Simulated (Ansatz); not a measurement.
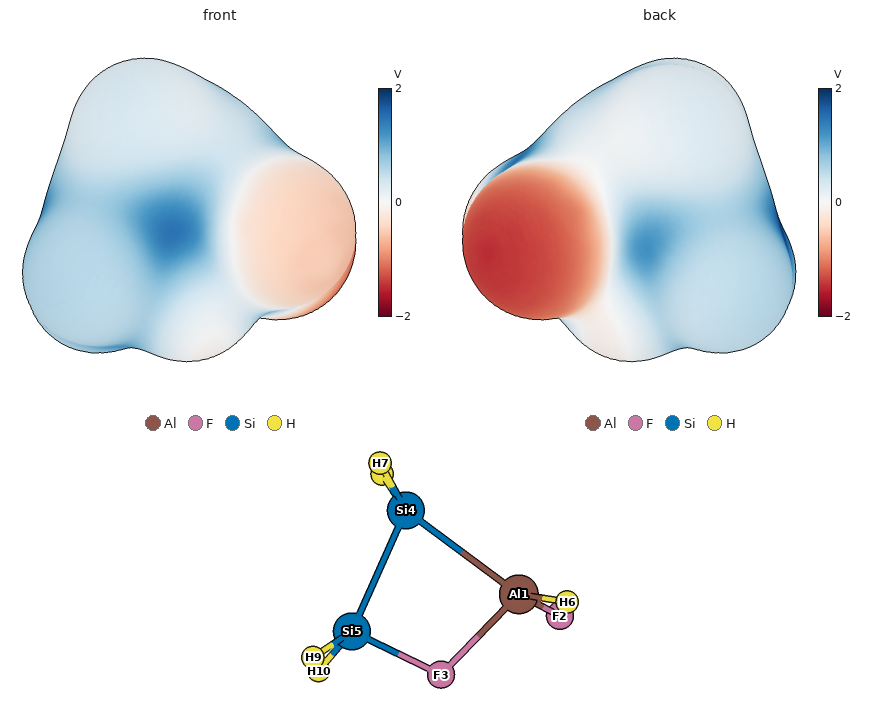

The picture shows: AlF₂H₅Si₂. The molecular electrostatic potential painted on the density surface at 0.001 e/bohr³, seen from the front and from behind; red is negative and blue positive. The bare structure is drawn below in the same view.

Geometry: B3LYP/6-31G*.

These are results of isolated molecule in a Gaussian basis; Kohn-Sham density functional theory, functional PBE0 (Ansatz), not measurements.

Input file:

```
basis:
  gaussian:
    orbitals: def2-TZVPD
crystal:
  periodic: [false, false, false]
  atoms:
    - {symbol: Al, position_ang: [1.471384, -0.721997, -0.524552]}
    - {symbol: F, position_ang: [1.092107, -2.325639, -0.258853]}
    - {symbol: F, position_ang: [1.259265, 0.039681, 1.284758]}
    - {symbol: Si, position_ang: [-0.474871, 0.742637, -1.029058]}
    - {symbol: Si, position_ang: [-0.120805, 1.118439, 1.254950]}
    - {symbol: H, position_ang: [2.952625, -0.351882, -0.945825]}
    - {symbol: H, position_ang: [-0.312301, 2.024758, -1.769737]}
    - {symbol: H, position_ang: [-1.848702, 0.213428, -1.248528]}
    - {symbol: H, position_ang: [0.461421, 2.387185, 1.762523]}
    - {symbol: H, position_ang: [-1.011768, 0.535827, 2.289868]}
hamiltonian:
  xc: pbe0
output:
  forces: true
  orbitals: {seedname: orbitals}
```

Run with:

```sh
ansatz run input.yaml --threads 1 --pin off --max-ram 2610MiB --events-out events.jsonl --progress --plain --runs-dir runs
```

Q: Which sites attract a positive test charge, and which a negative one?

A: A positive charge is drawn to the negative regions and a negative charge to the positive ones. The most negative region (about −1.4 V) lies over F2, the most positive (about +1.7 V) over Si5.

Q: What dipole moment does the calculation give?

A: Its dipole moment is 3.42 D.
